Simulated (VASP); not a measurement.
Band structure of TaSe2 (space group P6_3/mmc). Method: LDA (Ceperley-Alder, Perdew-Zunger), VASP's LDA PAW potentials (set 64) (plane waves; VASP).

Unless said otherwise, spin-orbit coupling is left out, though it shifts the bands of the heavy elements here.

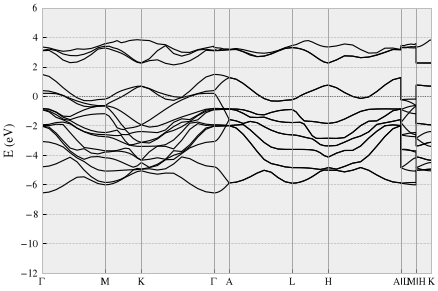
Fig. 1. Bands along high-symmetry lines, zero at the valence-band maximum or, without a gap, the Fermi level

Problem. Read the plot: is there a gap, and where are the band edges?

Solution. It has no gap at this level: it comes out as a metal or semimetal. (Edges off the drawn lines would not show.)

The structure comes from a measured TaSe2 entry (P6_3/mmc) of the Crystallography Open Database, whose conditions weren't checked. It was relaxed first, which changed the volume by -6 %.
